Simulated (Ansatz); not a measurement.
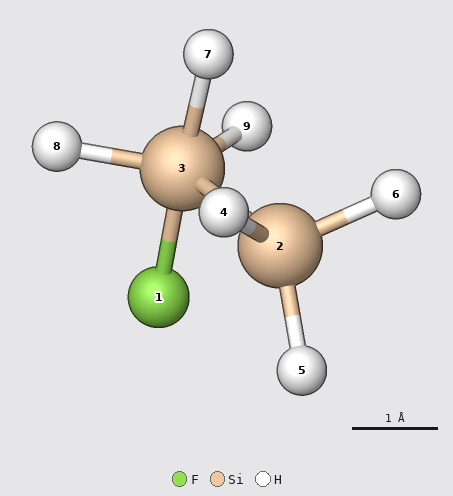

*The structure as given in the input (ball-and-stick view, seen at a tilt; atoms are numbered from 1 in the order of the input).*

Molecular dynamics of Si2H6F (charge −1) (part 1 of 3)

System: Si2H6F, charge −1.
Method: RKS PBE0-D4/def2-SVPD (Ansatz 0.2.0).

Figures and captions count atoms from 1; the log counts them from 0 in places.

**Input file**
```yaml
crystal:
  periodic: [false, false, false]
  atoms:
    - {symbol: F, position_ang: [-0.589405, -0.167026, -2.064623]}
    - {symbol: Si, position_ang: [0.107811, 1.097497, 0.605909]}
    - {symbol: Si, position_ang: [-0.112549, -0.924546, -0.585652]}
    - {symbol: H, position_ang: [1.497093, 1.220723, 1.170291]}
    - {symbol: H, position_ang: [-0.150842, 2.457020, 0.000735]}
    - {symbol: H, position_ang: [-0.771947, 1.081168, 1.826410]}
    - {symbol: H, position_ang: [0.333824, -1.526465, 0.822390]}
    - {symbol: H, position_ang: [1.094037, -1.541267, -1.251144]}
    - {symbol: H, position_ang: [-1.408121, -1.697105, -0.524418]}
basis:
  gaussian: {orbitals: def2-SVPD}
total_charge: -1
hamiltonian: {xc: pbe0, dispersion: d4}
md: {n_steps: 60, timestep: 0.25, temperature: 300, ensemble: nve, seed: 162, initial_velocities: maxwell_boltzmann}
```

Launched with:
```bash
ansatz run in.yaml --threads 4 --pin off --events-out ev --progress --plain --max-ram 9574MiB
```

**Output**
```
Functional definition: PBE0
  name "PBE0"
  cite "Adamo & Barone, J. Chem. Phys. 110, 6158 (1999) doi:10.1063/1.478522"
  cite "Perdew, Burke & Ernzerhof, Phys. Rev. Lett. 77, 3865 (1996) doi:10.1103/PhysRevLett.77.3865"
  parent pbe
  parameter a = 0.25
  parameter kappa = 0.804
  parameter beta = 0.06672455060314922
  exchange = (1 - a)*pbe_x(kappa = kappa, mu = beta*pi^2/3) + a*exact_x
  correlation = pbe_c(beta = beta)
1059 factors; their error is unknown
mean field evaluation 1: about -18554.1761 eV, gradient 1.6e1 eV
mean field evaluation 2: about -18554.2115 eV, gradient 1.9e1 eV
mean field evaluation 4: about -18554.9961 eV, gradient 8.2e-1 eV
mean field evaluation 8: about -18555.1492 eV, gradient 1.1e-1 eV
mean field -18555.14924640 eV, -681.8891576735 hartree, gradient 4.8e-5 eV, S^2 0.000000; 0 other end points of the search recorded, 0 dependent functions left out
the calculation of the forces begins
reference -18555.14928431 eV, -681.8891590664 hartree; 22, 22 occupied and 97, 97 virtual orbitals, 1059 factors
md step     0: t =     0.00 fs  T =   300.0 K  F+E_penalty+E_count = -18555.31939240 eV  E_kin = 0.271446 eV  conserved = -18555.04794641 eV  (24 SCF iters)
these checks for a lower state are left out or cut short: starts, cluster_reference, orbital_swaps, neighbouring_geometries, increment
1059 factors; their error is unknown
mean field evaluation 16: about -18554.9984 eV, gradient 4.6e-1 eV
mean field -18555.14973099 eV, -681.8891754818 hartree, gradient 1.3e-5 eV, S^2 0.000000; 0 other end points of the search recorded, 0 dependent functions left out
the calculation of the forces begins
reference -18555.14976892 eV, -681.8891768754 hartree; 22, 22 occupied and 97, 97 virtual orbitals, 1059 factors
md step     1: t =     0.25 fs  T =   300.5 K  F+E_penalty+E_count = -18555.31986153 eV  E_kin = 0.271913 eV  conserved = -18555.04794851 eV  (29 SCF iters)
[... from here on the SCF iterations and repeated set-up lines of each step are left out, up to the last step ...]
md step     2: t =     0.50 fs  T =   299.6 K  F+E_penalty+E_count = -18555.31905946 eV  E_kin = 0.271110 eV  conserved = -18555.04794921 eV  (28 SCF iters)
md step     3: t =     0.75 fs  T =   297.3 K  F+E_penalty+E_count = -18555.31698235 eV  E_kin = 0.269035 eV  conserved = -18555.04794772 eV  (29 SCF iters)
md step     4: t =     1.00 fs  T =   293.7 K  F+E_penalty+E_count = -18555.31365610 eV  E_kin = 0.265712 eV  conserved = -18555.04794449 eV  (29 SCF iters)
md step     5: t =     1.25 fs  T =   288.7 K  F+E_penalty+E_count = -18555.30913395 eV  E_kin = 0.261194 eV  conserved = -18555.04793961 eV  (29 SCF iters)
md step     6: t =     1.50 fs  T =   282.4 K  F+E_penalty+E_count = -18555.30349523 eV  E_kin = 0.255562 eV  conserved = -18555.04793342 eV  (29 SCF iters)
md step     7: t =     1.75 fs  T =   275.1 K  F+E_penalty+E_count = -18555.29684214 eV  E_kin = 0.248916 eV  conserved = -18555.04792582 eV  (29 SCF iters)
md step     8: t =     2.00 fs  T =   266.8 K  F+E_penalty+E_count = -18555.28929723 eV  E_kin = 0.241380 eV  conserved = -18555.04791720 eV  (29 SCF iters)
md step     9: t =     2.25 fs  T =   257.6 K  F+E_penalty+E_count = -18555.28099886 eV  E_kin = 0.233091 eV  conserved = -18555.04790780 eV  (29 SCF iters)
md step    10: t =     2.50 fs  T =   247.8 K  F+E_penalty+E_count = -18555.27209732 eV  E_kin = 0.224199 eV  conserved = -18555.04789805 eV  (29 SCF iters)
md step    11: t =     2.75 fs  T =   237.5 K  F+E_penalty+E_count = -18555.26274965 eV  E_kin = 0.214862 eV  conserved = -18555.04788785 eV  (29 SCF iters)
md step    12: t =     3.00 fs  T =   226.8 K  F+E_penalty+E_count = -18555.25311666 eV  E_kin = 0.205239 eV  conserved = -18555.04787795 eV  (29 SCF iters)
md step    13: t =     3.25 fs  T =   216.1 K  F+E_penalty+E_count = -18555.24335702 eV  E_kin = 0.195489 eV  conserved = -18555.04786838 eV  (29 SCF iters)
md step    14: t =     3.50 fs  T =   205.3 K  F+E_penalty+E_count = -18555.23362413 eV  E_kin = 0.185765 eV  conserved = -18555.04785916 eV  (29 SCF iters)
md step    15: t =     3.75 fs  T =   194.7 K  F+E_penalty+E_count = -18555.22406311 eV  E_kin = 0.176212 eV  conserved = -18555.04785088 eV  (29 SCF iters)
md step    16: t =     4.00 fs  T =   184.5 K  F+E_penalty+E_count = -18555.21480661 eV  E_kin = 0.166963 eV  conserved = -18555.04784351 eV  (25 SCF iters)
md step    17: t =     4.25 fs  T =   174.8 K  F+E_penalty+E_count = -18555.20597306 eV  E_kin = 0.158136 eV  conserved = -18555.04783714 eV  (29 SCF iters)
md step    18: t =     4.50 fs  T =   165.6 K  F+E_penalty+E_count = -18555.19766455 eV  E_kin = 0.149833 eV  conserved = -18555.04783188 eV  (29 SCF iters)
md step    19: t =     4.75 fs  T =   157.1 K  F+E_penalty+E_count = -18555.18996527 eV  E_kin = 0.142138 eV  conserved = -18555.04782755 eV  (29 SCF iters)
md step    20: t =     5.00 fs  T =   149.3 K  F+E_penalty+E_count = -18555.18294169 eV  E_kin = 0.135117 eV  conserved = -18555.04782482 eV  (29 SCF iters)
md step    21: t =     5.25 fs  T =   142.4 K  F+E_penalty+E_count = -18555.17664012 eV  E_kin = 0.128817 eV  conserved = -18555.04782304 eV  (29 SCF iters)
md step    22: t =     5.50 fs  T =   136.2 K  F+E_penalty+E_count = -18555.17108903 eV  E_kin = 0.123267 eV  conserved = -18555.04782242 eV  (23 SCF iters)
md step    23: t =     5.75 fs  T =   130.9 K  F+E_penalty+E_count = -18555.16629843 eV  E_kin = 0.118476 eV  conserved = -18555.04782283 eV  (23 SCF iters)
md step    24: t =     6.00 fs  T =   126.5 K  F+E_penalty+E_count = -18555.16226161 eV  E_kin = 0.114437 eV  conserved = -18555.04782462 eV  (22 SCF iters)
md step    25: t =     6.25 fs  T =   122.8 K  F+E_penalty+E_count = -18555.15895479 eV  E_kin = 0.111128 eV  conserved = -18555.04782690 eV  (22 SCF iters)
md step    26: t =     6.50 fs  T =   119.9 K  F+E_penalty+E_count = -18555.15634115 eV  E_kin = 0.108511 eV  conserved = -18555.04782996 eV  (22 SCF iters)
md step    27: t =     6.75 fs  T =   117.7 K  F+E_penalty+E_count = -18555.15437116 eV  E_kin = 0.106537 eV  conserved = -18555.04783366 eV  (23 SCF iters)
md step    28: t =     7.00 fs  T =   116.2 K  F+E_penalty+E_count = -18555.15298538 eV  E_kin = 0.105147 eV  conserved = -18555.04783807 eV  (23 SCF iters)
md step    29: t =     7.25 fs  T =   115.2 K  F+E_penalty+E_count = -18555.15211598 eV  E_kin = 0.104273 eV  conserved = -18555.04784260 eV  (23 SCF iters)
md step    30: t =     7.50 fs  T =   114.8 K  F+E_penalty+E_count = -18555.15169067 eV  E_kin = 0.103843 eV  conserved = -18555.04784728 eV  (23 SCF iters)
md step    31: t =     7.75 fs  T =   114.7 K  F+E_penalty+E_count = -18555.15163483 eV  E_kin = 0.103783 eV  conserved = -18555.04785217 eV  (23 SCF iters)
md step    32: t =     8.00 fs  T =   115.0 K  F+E_penalty+E_count = -18555.15187368 eV  E_kin = 0.104017 eV  conserved = -18555.04785665 eV  (29 SCF iters)
md step    33: t =     8.25 fs  T =   115.5 K  F+E_penalty+E_count = -18555.15233653 eV  E_kin = 0.104476 eV  conserved = -18555.04786076 eV  (29 SCF iters)
md step    34: t =     8.50 fs  T =   116.1 K  F+E_penalty+E_count = -18555.15295878 eV  E_kin = 0.105094 eV  conserved = -18555.04786432 eV  (29 SCF iters)
md step    35: t =     8.75 fs  T =   116.9 K  F+E_penalty+E_count = -18555.15368493 eV  E_kin = 0.105818 eV  conserved = -18555.04786717 eV  (29 SCF iters)
md step    36: t =     9.00 fs  T =   117.8 K  F+E_penalty+E_count = -18555.15447104 eV  E_kin = 0.106602 eV  conserved = -18555.04786918 eV  (25 SCF iters)
md step    37: t =     9.25 fs  T =   118.7 K  F+E_penalty+E_count = -18555.15528655 eV  E_kin = 0.107417 eV  conserved = -18555.04786981 eV  (29 SCF iters)
md step    38: t =     9.50 fs  T =   119.6 K  F+E_penalty+E_count = -18555.15611739 eV  E_kin = 0.108248 eV  conserved = -18555.04786959 eV  (29 SCF iters)
md step    39: t =     9.75 fs  T =   120.6 K  F+E_penalty+E_count = -18555.15696457 eV  E_kin = 0.109097 eV  conserved = -18555.04786762 eV  (29 SCF iters)
md step    40: t =    10.00 fs  T =   121.6 K  F+E_penalty+E_count = -18555.15784800 eV  E_kin = 0.109983 eV  conserved = -18555.04786504 eV  (29 SCF iters)
md step    41: t =    10.25 fs  T =   122.6 K  F+E_penalty+E_count = -18555.15880309 eV  E_kin = 0.110941 eV  conserved = -18555.04786198 eV  (29 SCF iters)
md step    42: t =    10.50 fs  T =   123.8 K  F+E_penalty+E_count = -18555.15987984 eV  E_kin = 0.112022 eV  conserved = -18555.04785809 eV  (29 SCF iters)
md step    43: t =    10.75 fs  T =   125.2 K  F+E_penalty+E_count = -18555.16114157 eV  E_kin = 0.113288 eV  conserved = -18555.04785356 eV  (29 SCF iters)
md step    44: t =    11.00 fs  T =   126.9 K  F+E_penalty+E_count = -18555.16266133 eV  E_kin = 0.114813 eV  conserved = -18555.04784865 eV  (29 SCF iters)
md step    45: t =    11.25 fs  T =   128.9 K  F+E_penalty+E_count = -18555.16451786 eV  E_kin = 0.116674 eV  conserved = -18555.04784365 eV  (29 SCF iters)
md step    46: t =    11.50 fs  T =   131.5 K  F+E_penalty+E_count = -18555.16679093 eV  E_kin = 0.118952 eV  conserved = -18555.04783889 eV  (29 SCF iters)
md step    47: t =    11.75 fs  T =   134.5 K  F+E_penalty+E_count = -18555.16955617 eV  E_kin = 0.121721 eV  conserved = -18555.04783470 eV  (29 SCF iters)
md step    48: t =    12.00 fs  T =   138.2 K  F+E_penalty+E_count = -18555.17287971 eV  E_kin = 0.125048 eV  conserved = -18555.04783142 eV  (29 SCF iters)
md step    49: t =    12.25 fs  T =   142.6 K  F+E_penalty+E_count = -18555.17681283 eV  E_kin = 0.128983 eV  conserved = -18555.04782938 eV  (29 SCF iters)
md step    50: t =    12.50 fs  T =   147.6 K  F+E_penalty+E_count = -18555.18138702 eV  E_kin = 0.133558 eV  conserved = -18555.04782880 eV  (29 SCF iters)
md step    51: t =    12.75 fs  T =   153.4 K  F+E_penalty+E_count = -18555.18660993 eV  E_kin = 0.138780 eV  conserved = -18555.04782997 eV  (29 SCF iters)
md step    52: t =    13.00 fs  T =   159.8 K  F+E_penalty+E_count = -18555.19246220 eV  E_kin = 0.144629 eV  conserved = -18555.04783319 eV  (29 SCF iters)
md step    53: t =    13.25 fs  T =   166.9 K  F+E_penalty+E_count = -18555.19889481 eV  E_kin = 0.151057 eV  conserved = -18555.04783806 eV  (29 SCF iters)
md step    54: t =    13.50 fs  T =   174.6 K  F+E_penalty+E_count = -18555.20582996 eV  E_kin = 0.157985 eV  conserved = -18555.04784471 eV  (25 SCF iters)
md step    55: t =    13.75 fs  T =   182.7 K  F+E_penalty+E_count = -18555.21316120 eV  E_kin = 0.165308 eV  conserved = -18555.04785284 eV  (29 SCF iters)
md step    56: t =    14.00 fs  T =   191.1 K  F+E_penalty+E_count = -18555.22075687 eV  E_kin = 0.172894 eV  conserved = -18555.04786249 eV  (29 SCF iters)
md step    57: t =    14.25 fs  T =   199.6 K  F+E_penalty+E_count = -18555.22846339 eV  E_kin = 0.180590 eV  conserved = -18555.04787317 eV  (29 SCF iters)
md step    58: t =    14.50 fs  T =   208.0 K  F+E_penalty+E_count = -18555.23611123 eV  E_kin = 0.188227 eV  conserved = -18555.04788450 eV  (29 SCF iters)
md step    59: t =    14.75 fs  T =   216.2 K  F+E_penalty+E_count = -18555.24352109 eV  E_kin = 0.195625 eV  conserved = -18555.04789602 eV  (29 SCF iters)
these checks for a lower state are left out or cut short: starts, cluster_reference, orbital_swaps, neighbouring_geometries, increment
1059 factors; their error is unknown
mean field -18555.08154864 eV, -681.8866698265 hartree, gradient 1.3e-5 eV, S^2 0.000000; 0 other end points of the search recorded, 0 dependent functions left out
the calculation of the forces begins
reference -18555.08158658 eV, -681.8866712209 hartree; 22, 22 occupied and 97, 97 virtual orbitals, 1059 factors
1059 factors; their error is unknown
mean field evaluation 480: about -18554.9025 eV, gradient 4.2e0 eV
mean field -18555.08154864 eV, -681.8866698265 hartree, gradient 1.3e-5 eV, S^2 0.000000; 1 other end points of the search recorded, 0 dependent functions left out
the calculation of the forces begins
reference -18555.08158658 eV, -681.8866712209 hartree; 22, 22 occupied and 97, 97 virtual orbitals, 1059 factors
md step    60: t =    15.00 fs  T =   223.9 K  F+E_penalty+E_count = -18555.25051084 eV  E_kin = 0.202604 eV  conserved = -18555.04790726 eV  (25 SCF iters)
```

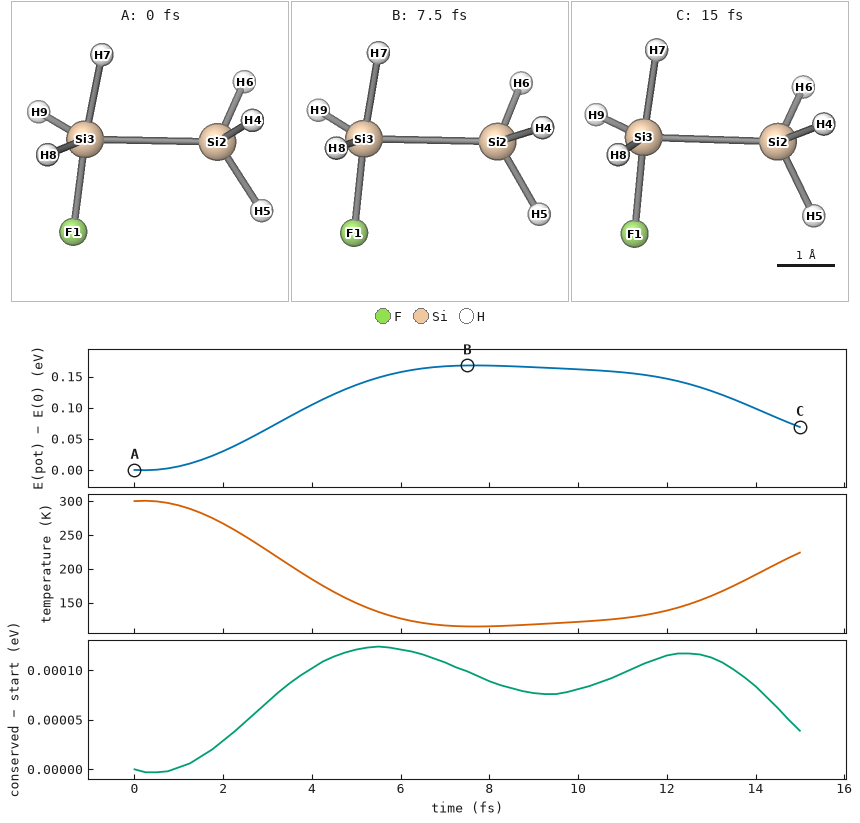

*Frames of the molecular dynamics (ball-and-stick, seen at a tilt) above the curves, on which the letters mark them.*

The trajectory kept here has 61 frames over 15 fs. The temperature starts at 300 K, ranges from 115 to 301 K and averages 145 K over the second half. The potential energy ends 0.069 eV above its first value. The conserved quantity stays within 0.00013 eV. After an unweighted best fit of the last frame on the first, the root-mean-square displacement is 0.11 Å.

```
Total energy: -18555.25054878 eV, -681.8928804673 hartree
Atom 0 at    -0.612553    -0.124987    -2.085144 Å, force     0.199560    -0.202393     0.183412 eV/Å
Atom 1 at     0.122105     1.102712     0.608960 Å, force    -0.500340     0.088689    -0.721596 eV/Å
Atom 2 at    -0.105752    -0.966340    -0.570018 Å, force    -0.032782     0.800588     0.645391 eV/Å
Atom 3 at     1.434144     1.439262     1.230379 Å, force     0.346952    -0.213521     0.217301 eV/Å
Atom 4 at    -0.148278     2.387255    -0.159433 Å, force    -0.065778    -0.076966     0.080631 eV/Å
Atom 5 at    -0.867936     1.134840     1.733588 Å, force    -0.071129     0.066207     0.238324 eV/Å
Atom 6 at     0.241030    -1.637645     0.851054 Å, force     0.079471    -0.008576    -0.152405 eV/Å
Atom 7 at     1.192345    -1.396182    -1.148611 Å, force     0.238888    -0.288315    -0.368202 eV/Å
Atom 8 at    -1.408620    -1.706622    -0.596533 Å, force    -0.194842    -0.165712    -0.122856 eV/Å
Dipole moment:     0.060657     0.225704     0.118202 e Å
```

**Trajectory as extended XYZ (Å, eV, eV/Å), 61 frames, from step=0 to step=60**
```
9
Properties=species:S:1:pos:R:3:forces:R:3 step=0 time_fs=0.0 energy=-18555.31939 temperature=300.0
F    -0.5894   -0.1670   -2.0646   -0.2288   0.3578  -0.7113
Si    0.1078    1.0975    0.6059   -0.0208  -0.0012  -0.0720
Si   -0.1125   -0.9245   -0.5857    0.2261  -0.2941   0.7154
H     1.4971    1.2207    1.1703    0.1053   0.0004   0.0432
H    -0.1508    2.4570    0.0007   -0.0192   0.0911  -0.0463
H    -0.7719    1.0812    1.8264   -0.0652  -0.0102   0.0928
H     0.3338   -1.5265    0.8224    0.0208  -0.0490   0.0614
H     1.0940   -1.5413   -1.2511    0.0974  -0.0408  -0.0725
H    -1.4081   -1.6971   -0.5244   -0.1157  -0.0540  -0.0107
9
Properties=species:S:1:pos:R:3:forces:R:3 step=1 time_fs=0.2 energy=-18555.31986 temperature=300.5
F    -0.5898   -0.1663   -2.0646   -0.2159   0.3332  -0.6950
Si    0.1079    1.0975    0.6060    0.0120  -0.0267  -0.0265
Si   -0.1128   -0.9252   -0.5859    0.2519  -0.3099   0.7265
H     1.4996    1.2303    1.1698    0.0602  -0.0247   0.0371
H    -0.1459    2.4544   -0.0010   -0.0448   0.1247  -0.0622
H    -0.7765    1.0799    1.8259   -0.0358  -0.0014   0.0641
H     0.3347   -1.5288    0.8217    0.0075  -0.0437   0.0644
H     1.1021   -1.5410   -1.2434    0.0467  -0.0169  -0.0848
H    -1.4104   -1.6984   -0.5225   -0.0818  -0.0347  -0.0236
9
Properties=species:S:1:pos:R:3:forces:R:3 step=2 time_fs=0.5 energy=-18555.31906 temperature=299.6
F    -0.5902   -0.1656   -2.0647   -0.2031   0.3086  -0.6782
Si    0.1081    1.0976    0.6061    0.0447  -0.0508   0.0193
Si   -0.1130   -0.9258   -0.5862    0.2783  -0.3262   0.7371
H     1.5022    1.2399    1.1693    0.0145  -0.0501   0.0308
H    -0.1410    2.4518   -0.0029   -0.0701   0.1572  -0.0777
H    -0.7811    1.0787    1.8255   -0.0060   0.0075   0.0352
H     0.3356   -1.5312    0.8211   -0.0060  -0.0383   0.0670
H     1.1101   -1.5407   -1.2356   -0.0050   0.0073  -0.0967
H    -1.4128   -1.6998   -0.5207   -0.0475  -0.0151  -0.0365
9
Properties=species:S:1:pos:R:3:forces:R:3 step=3 time_fs=0.8 energy=-18555.31698 temperature=297.3
F    -0.5905   -0.1648   -2.0647   -0.1902   0.2841  -0.6609
Si    0.1082    1.0976    0.6061    0.0770  -0.0731   0.0645
Si   -0.1132   -0.9264   -0.5865    0.3052  -0.3427   0.7473
H     1.5047    1.2495    1.1689   -0.0312  -0.0759   0.0244
H    -0.1361    2.4494   -0.0047   -0.0948   0.1882  -0.0927
H    -0.7856    1.0774    1.8251    0.0239   0.0165   0.0062
H     0.3365   -1.5336    0.8205   -0.0195  -0.0328   0.0691
H     1.1182   -1.5404   -1.2279   -0.0571   0.0314  -0.1085
H    -1.4151   -1.7012   -0.5189   -0.0132   0.0045  -0.0493
9
Properties=species:S:1:pos:R:3:forces:R:3 step=4 time_fs=1.0 energy=-18555.31366 temperature=293.7
F    -0.5909   -0.1641   -2.0648   -0.1773   0.2597  -0.6430
Si    0.1083    1.0977    0.6062    0.1085  -0.0934   0.1085
Si   -0.1134   -0.9270   -0.5867    0.3323  -0.3589   0.7572
H     1.5073    1.2590    1.1685   -0.0766  -0.1020   0.0182
H    -0.1313    2.4470   -0.0066   -0.1190   0.2172  -0.1070
H    -0.7902    1.0762    1.8247    0.0537   0.0256  -0.0224
H     0.3373   -1.5360    0.8199   -0.0331  -0.0273   0.0708
H     1.1262   -1.5400   -1.2203   -0.1094   0.0552  -0.1202
H    -1.4175   -1.7026   -0.5171    0.0210   0.0239  -0.0621
9
Properties=species:S:1:pos:R:3:forces:R:3 step=5 time_fs=1.2 energy=-18555.30913 temperature=288.7
F    -0.5913   -0.1634   -2.0649   -0.1645   0.2354  -0.6248
Si    0.1085    1.0977    0.6063    0.1390  -0.1112   0.1508
Si   -0.1136   -0.9277   -0.5870    0.3595  -0.3746   0.7669
H     1.5098    1.2684    1.1680   -0.1211  -0.1281   0.0123
H    -0.1265    2.4448   -0.0086   -0.1425   0.2439  -0.1204
H    -0.7947    1.0749    1.8243    0.0829   0.0347  -0.0503
H     0.3382   -1.5385    0.8194   -0.0466  -0.0217   0.0722
H     1.1342   -1.5397   -1.2128   -0.1612   0.0786  -0.1320
H    -1.4199   -1.7039   -0.5153    0.0545   0.0430  -0.0747
9
Properties=species:S:1:pos:R:3:forces:R:3 step=6 time_fs=1.5 energy=-18555.30350 temperature=282.4
F    -0.5917   -0.1626   -2.0650   -0.1517   0.2114  -0.6062
Si    0.1086    1.0977    0.6064    0.1681  -0.1263   0.1906
Si   -0.1138   -0.9283   -0.5872    0.3867  -0.3893   0.7765
H     1.5122    1.2778    1.1676   -0.1644  -0.1543   0.0068
H    -0.1219    2.4427   -0.0107   -0.1652   0.2680  -0.1328
H    -0.7992    1.0737    1.8239    0.1116   0.0438  -0.0772
H     0.3390   -1.5410    0.8189   -0.0600  -0.0161   0.0733
H     1.1420   -1.5393   -1.2053   -0.2124   0.1012  -0.1440
H    -1.4222   -1.7052   -0.5136    0.0873   0.0616  -0.0871
```
